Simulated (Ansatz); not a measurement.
# How Pd(110) screens a field, part 2 of 2

Where does the screening charge of Pd(110) sit?

Ansatz 0.2.0; plane-wave DFT, PBE, Ansatz PAW.

So far. Step 8 (Atoms held, field -0.2 V/Å): The dipole is -0.131 e·Å.

### Step 9. Atoms held, field 0.4 V/Å

Input file input.yaml:

```yaml
crystal:
  lattice:
    - [3.89, 0.0, 0.0]
    - [0.0, 2.7506453788, 0.0]
    - [0.0, 0.0, 26.2519361364]
  atoms:
    - { symbol: Pd, position: [0.0, 0.0, 0.3428318564] }
    - { symbol: Pd, position: [0.5, 0.5, 0.3952212376] }
    - { symbol: Pd, position: [0.0, 0.0, 0.4476106188] }
    - { symbol: Pd, position: [0.5, 0.5, 0.5] }
    - { symbol: Pd, position: [0.0, 0.0, 0.5523893812] }
    - { symbol: Pd, position: [0.5, 0.5, 0.6047787624] }
    - { symbol: Pd, position: [0.0, 0.0, 0.6571681436] }
kpoints:
  mp_grid: { grid: [14, 18, 1] }
hamiltonian:
  xc: pbe
scf:
  occupations: { method: fermi_dirac, width: 0.1 }
  convergence: { dr2_threshold: 1.0e-10 }
efield:
  axis: 3
  dipole_correction: true
  ramp_position: 0.97
  ramp_width: 0.06
  amplitude: 0.4
output:
  forces: true
  write_potential: true
  write_density: true
  volumetric_format: npy
  elf: true
```

Launch:

```console
$ ansatz run input.yaml --threads 4 --pin off --max-ram 6144MiB --backend cpu --events-out ev --progress --plain --runs-dir out
```

Numbers of over 12 decimals in the logs are rounded to 6 here.

Output:

```text
[...]
Crystal: 7 atoms, lattice volume = 280.896 Å³
Basis set: ecut = 420 eV, 5495 PW (Γ), exchange–correlation on 54×40×360 points (8 copies of the dense FFT grid, shifted against one another)
Bands: 76, of which v1, the nominal top of the filled ones, is band 63 counted from 1 (62 counted from 0)
Symmetry: 4 space group operations
k-points: 80 of 252
[...]
k-point 0: bands = [... 59 lower, 3.7765, 3.8111, 3.8354, 4.0813, 4.0917, 4.2637, 4.4525, 4.8617, ... 9 higher]
  k-point 1: bands = [... 59 lower, 3.6832, 3.8908, 3.9072, 3.9652, 4.0278, 4.3427, 4.3605, 4.9087, ... 9 higher]
  k-point 2: bands = [... 59 lower, 3.5453, 3.8574, 3.8885, 3.9220, 3.9906, 4.2179, 4.4446, 5.0430, ... 9 higher]
  k-point 79: bands = [... 59 lower, 4.1980, 4.2701, 4.3539, 4.3812, 6.1353, 6.2697, 8.0715, 8.3478, ... 9 higher]
[key lines of the parts left out:]
SCF converged after 17 iterations
Free energy (F): -48808.023526 eV
Fermi energy:    4.212860 eV
Dipole field:    D = 0.168916 V/Å  (p = 0.262213 e·Å, saw-weighted, corrected)
```

Elapsed: 2.6 min, on 4 threads of Arm Neoverse N1, shared host; peak memory 1.4 GiB.

Running mean over 1.375 Å of the planar mean, with the applied field; the ramp of the sawtooth is left out. The electron's electrostatic potential energy less the Fermi level by z:

```
z (Å)  electron's electrostatic potential energy less the Fermi level (eV)
    4                                                                 3.42
    5                                                                 3.82
    6                                                                 4.20
    7                                                                 4.32
    8                                                                0.945
    9                                                                -7.21
   10                                                                -8.42
   11                                                                -8.63
   12                                                                -8.67
   13                                                                -8.67
   14                                                                -8.67
   15                                                                -8.65
   16                                                                -8.49
   17                                                                -7.90
   18                                                                -1.35
   19                                                                 4.56
   20                                                                 5.36
   21                                                                 5.79
   22                                                                 6.19
   23                                                                 6.59
```

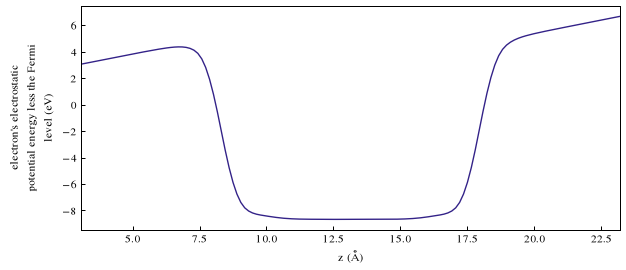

Electron's electrostatic potential energy less the Fermi level against z.

The dipole is 0.262 e·Å.

### Step 10. The response

This step: plane-wave DFT, PBE, Ansatz PAW; screening of a field by a metal slab (Ansatz 0.2.0).

The dipoles give the slope, and the difference of two potentials shows where the field is screened.

This step gave:

- equivalent conductor thickness p/(ε₀AE): 11.08 Å
- distance between the outer atoms: 8.252 Å
- inner field over outer field: -0.006702
- image plane, upper face: 1.338 Å
- induced electrons on the upper face over ε₀E: -1.014
- image plane, lower face: 1.338 Å
- induced electrons on the lower face over ε₀E: 1.014

The dipole of the cell by applied field:

```
applied field (V/Å)  dipole of the cell (e·Å)
             -0.200                    -0.131
             -0.100                   -0.0655
             -0.050                   -0.0327
              0.000                         0
              0.050                    0.0327
              0.100                    0.0655
              0.200                     0.131
              0.400                     0.262
```

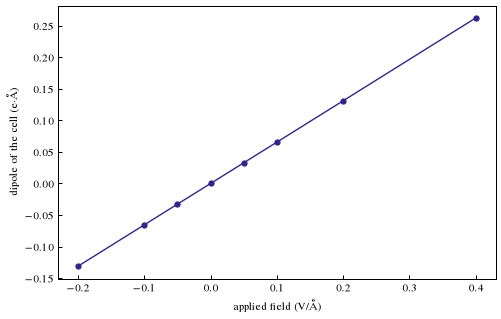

Dipole of the cell against applied field.

Local field over the applied field, running mean. From the potentials at -0.05 and 0.05 V/Å; running mean over 1.375 Å. Table of local field over applied field by z:

```
z (Å)  local field over applied field
    5                           0.995
    6                           0.966
    7                           0.805
    8                           0.319
    9                        -0.00289
   10                         -8.8e-4
   11                         0.00667
   12                         0.00436
   13                        -0.00879
   14                          9.5e-4
   15                         0.00663
   16                         0.00306
   17                         -0.0113
   18                           0.196
   19                           0.713
   20                           0.946
   21                           0.992
   22                           0.999
```

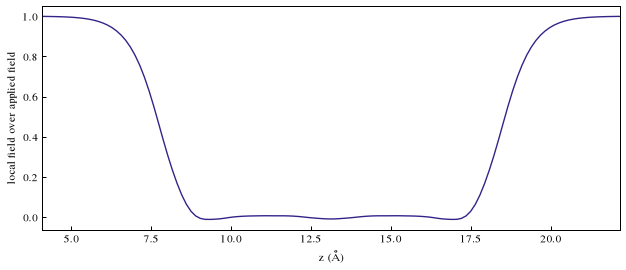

Local field over applied field against z.

The induced electron density oscillates, so the rows of the table below give means over windows of 2 Å about each position, cut where the curve ends. Its maxima inside the range that stand out by 2 % of the span (Å: e/Å³ per V/Å): 8.0: 0.00422, 9.0: 5.2e-4, 10.6: 9.0e-5, 11.8: 1.7e-4, 12.4: 2.1e-4, 14.1: 4.0e-5, 14.9: 1.3e-4, 16.9: 3.6e-4, 17.5: 5.0e-5. Its minima: 8.8: -5.0e-5, 9.3: -3.6e-4, 11.5: -1.3e-4, 12.1: -4.0e-5, 13.9: -2.1e-4, 14.4: -1.7e-4, 15.6: -9.0e-5, 17.2: -5.2e-4, 18.2: -0.00422.

Electrons, planar mean, per unit field. Induced electron density against z; means over each step:

```
z (Å)  induced electron density (e/Å³ per V/Å)
    6                                   4.3e-4
    8                                  0.00237
   10                                  -6.1e-5
   12                                   4.9e-5
   14                                  -5.1e-5
   16                                   8.4e-5
   18                                 -0.00215
   20                                  -6.6e-4
   22                                  -2.6e-5
```

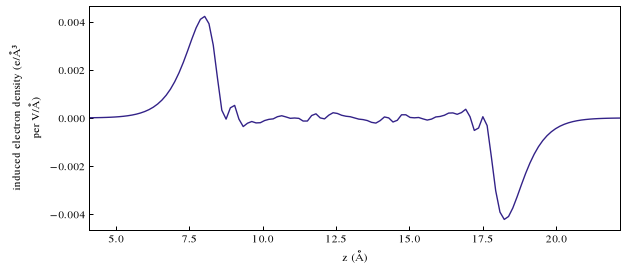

Induced electron density, plotted against z.

By hand: between -0.05 and 0.05 V/Å the dipole changes by 0.06550 e·Å, a slope of 0.6550 e·Å²/V. A perfect conductor of thickness t has p = ε₀AEt, so t = 180.95 × 0.6550 / 10.700 = 11.08 Å (e/ε₀ = 180.95 V·Å, A in Å²). Less the 8.25 Å between the outer atoms, and halved, that puts each image plane 1.41 Å out.

The induced dipole is that of a conductor 11.08 Å thick.

### Step 11. Varying the input: efield.amplitude = 0.2

This step: plane-wave DFT, PBE, Ansatz PAW (Ansatz 0.2.0).

A run with a changed input: it repeats the earlier run at 0.05 V/Å with efield.amplitude from 0.05 to 0.2.

input.yaml, as its differences from that of step 9:

```diff
@@ -25,3 +25,3 @@
   ramp_width: 0.06
-  amplitude: 0.4
+  amplitude: 0.2
 output:
@@ -31,2 +31 @@
   volumetric_format: npy
-  elf: true
```

Output:

```text
[...]
Crystal: 7 atoms, lattice volume = 280.896 Å³
Basis set: ecut = 420 eV, 5495 PW (Γ), exchange–correlation on 54×40×360 points (8 copies of the dense FFT grid, shifted against one another)
Bands: 76, of which v1, the nominal top of the filled ones, is band 63 counted from 1 (62 counted from 0)
Symmetry: 4 space group operations
k-points: 80 of 252
[...]
SCF iter   1: F=—  HF=-48814.534018 eV  |F-HF|=—  |Δ(HF+E_count)|=         —  Δρ=9.73e-2  dr2=3.69e1  ethr=3.10e-3  p=0.122 e·Å  D=7.88e-2 V/Å  ΔV_dip=-2.07 eV  dr2_dipole=5.11e-2  V_vac-E_F(+/−)=3.89/1.16 eV  ⟨swp⟩=6.8  Hψ=23574  notcnv=0  defer=55
[...]
SCF iter  17: F=-48807.984207 eV  HF=-48807.984207 eV  |F-HF|=4.37e-11  |Δ(HF+E_count)|=   1.38e-9  Δρ=8.05e-8  dr2=3.19e-11  ethr=1.00e-12  p=0.131 e·Å  D=8.44e-2 V/Å  ΔV_dip=-2.22 eV  dr2_dipole=1.60e-15  V_vac-E_F(+/−)=6.07/3.48 eV  ⟨swp⟩=19.1  Hψ=38164  notcnv=0
SCF 1 converged in 17 iterations: F = -48807.984207 eV  dr2 = 3.19e-11
[...]
SCF converged after 17 iterations
Free energy (F): -48807.984207 eV
[...]
Internal energy: -48807.506807 eV  (E = F + TS)
E sigma→0 (E₀):  -48807.745507 eV
Entropy (-TS):   -0.477400 eV (-68.200 meV/atom)
Fermi energy:    4.221141 eV
Dipole field:    D = 0.084402 V/Å  (p = 0.131020 e·Å, saw-weighted, corrected)
Work function:   not extracted (applied field tilts the vacuum); planar V_es + V_field profile in the machine report
[...]
--- Forces (eV/Å), atoms counted from 1 ---
  atom   1  Pd     0.00000000     0.00000000     0.08047954
  atom   2  Pd     0.00000000     0.00000000    -0.56608582
  atom   3  Pd     0.00000000     0.00000000    -0.06757885
  atom   4  Pd     0.00000000     0.00000000    -0.00197487
  atom   5  Pd     0.00000000     0.00000000     0.08100709
  atom   6  Pd     0.00000000     0.00000000     0.55980776
  atom   7  Pd     0.00000000     0.00000000    -0.08565458
  max |Σ_I F_I| component: 2.71e-7 eV/Å
--- Band table (eV; the first three rows and the last of 80) ---
  k-point 0: bands = [... 59 lower, 3.7848, 3.8194, 3.8455, 4.0895, 4.0999, 4.2720, 4.4608, 4.8727, ... 9 higher]
  k-point 1: bands = [... 59 lower, 3.6917, 3.8991, 3.9169, 3.9734, 4.0361, 4.3510, 4.3688, 4.9198, ... 9 higher]
  k-point 2: bands = [... 59 lower, 3.5536, 3.8656, 3.8968, 3.9303, 4.0000, 4.2261, 4.4529, 5.0544, ... 9 higher]
  k-point 79: bands = [... 59 lower, 4.2063, 4.2784, 4.3623, 4.3893, 6.1433, 6.2777, 8.0794, 8.3558, ... 9 higher]
```

It took 2.4 min on 4 threads; peak memory 1.4 GiB; 9.4 min of CPU time.

This step gave:

```
energy at zero smearing : -48807.7455 eV
dipole along the normal : 0.1310 e·Å
```

Force by atom:

```
atom  x (eV/Å)  y (eV/Å)  z (eV/Å)   size
 Pd1     0.000     0.000     0.080  0.080
 Pd2     0.000     0.000    -0.566  0.566
 Pd3     0.000     0.000    -0.068  0.068
 Pd4     0.000     0.000    -0.002  0.002
 Pd5     0.000     0.000     0.081  0.081
 Pd6     0.000     0.000     0.560  0.560
 Pd7     0.000     0.000    -0.086  0.086
```

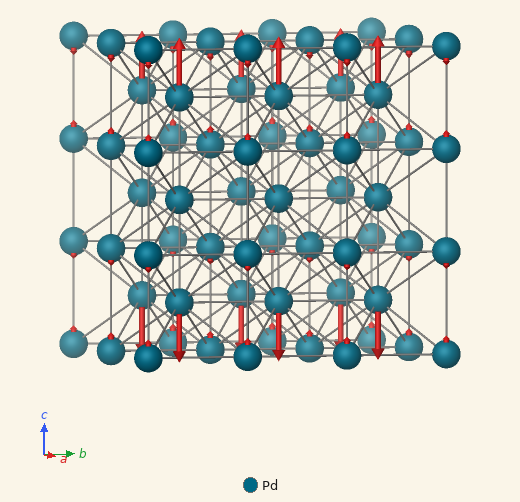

Force as arrows, the longest 0.566 eV/Å. 2×3×1 cells are drawn. Some periodic images of atoms are drawn too.

```
                     quantity  this run  earlier run  difference
dipole along the normal (e·Å)    0.1310      0.03275       0.098
```

The applied field differs, and the slope found earlier predicts a dipole of 0.131 e·Å; this run gives 0.131 e·Å, in line with it.

### Step 12. Varying the input

This step: plane-wave DFT, PBE, Ansatz PAW, but for the change named below (Ansatz 0.2.0).

An input spoilt on purpose, to show how the run answers: it repeats the earlier run at 0.05 V/Å with hamiltonian.hubbard to sites: [species: Pd, l: f, u_eff: 4.0], and scf.max_iter set to 75.

input.yaml, as its differences from that of step 11:

```diff
@@ -17,2 +17,3 @@
   xc: pbe
+  hubbard: { sites: [{ species: Pd, l: f, u_eff: 4.0 }] }
 scf:
@@ -20,2 +21,3 @@
   convergence: { dr2_threshold: 1.0e-10 }
+  max_iter: 75
 efield:
@@ -25,3 +27,3 @@
   ramp_width: 0.06
-  amplitude: 0.2
+  amplitude: 0.05
 output:
```

Output:

```text
Error: inconsistent input (hamiltonian.hubbard.sites[].l, hamiltonian.hubbard.sites[].shell): the file of Pd doesn't list 4f, and it can't be added: PBE doesn't bind the shell 4f of the free atom, whose level lies at +1.11 eV. Type an atom or ion with it (hamiltonian.pseudopotentials.projection_atoms), take another file or name another shell
```

The job ended after 0.18 s (4 threads; peak memory 0.073 GiB).

The input was rejected at the start.

The program's message: “Error: inconsistent input (hamiltonian.hubbard.sites[].l, hamiltonian.hubbard.sites[].shell): the file of Pd doesn't list 4f, and it can't be added: PBE doesn't bind the shell 4f of the free atom, who …”

The fault put into the input: a U on a shell that isn't there.

### Step 13. What came out

```json
{"work function": "4.84 eV", "image plane, upper face": "1.34 Å", "induced electrons on the upper face over ε₀E": "-1.01", "equivalent conductor thickness p/(ε₀AE)": "11.1 Å", "inner field over outer field": "-0.00670"}
```

The induced charge has its centre 1.34 Å outside the outermost atoms; this is the plane from which a capacitor's gap or an image potential counts. The equivalent conductor thickness exceeds the distance between the outer atoms by 2.82 Å, about the sum of the two image-plane distances. In the middle of the slab the field is screened to under 2 % of its outer value. The atoms are held at bulk positions with the tabulated experimental lattice constant.

[Logs are printed without paths, hosts, clocks, repeated set-up lines and the standing remarks that a program may print on its own settings, such as how far it seeks lower states.]

[Hosts, paths, dates, database ids (printed as entryN), source tags and the programs' standing remarks are cut or masked in the printed files.]

[Maps of the electrostatic potential energy from Ansatz leave out the sawtooth potential of an applied field or a dipole correction, so their vacuum need not be flat; planar profiles and work functions include it.]
